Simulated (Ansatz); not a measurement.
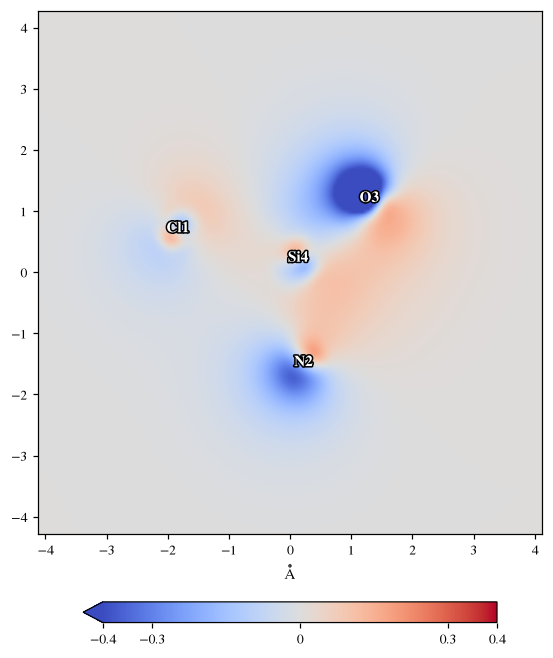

Figure. ClHNOSi (SMILES [NH][Si](=O)Cl) (doublet). The HOMO−1 (β) on the plane of atoms Cl1, Si4 and N2 (values in Å⁻³ᐟ²; the overall sign is arbitrary).

Geometry: PBE0-D3(BJ)/def2-SVP.

All numbers below come from isolated molecule in a Gaussian basis; Kohn-Sham density functional theory, functional PBE0 in Ansatz.

```
atom    x (Å)    y (Å)    z (Å)
  Cl   2.2018   0.4937  -0.2274
   N  -0.7380  -0.0445  -0.5351
   O   0.6405  -1.8179   1.2931
  Si   0.6040  -0.6138   0.3565
   H  -1.4640   0.5200  -0.0826
```

**Where does this orbital lie, and at what energy?**

Its weight (Hirshfeld) is mainly on O3 (about 65 %), Si4 (about 20 %) and N2 (about 10 %). Its energy is −9.04 eV.
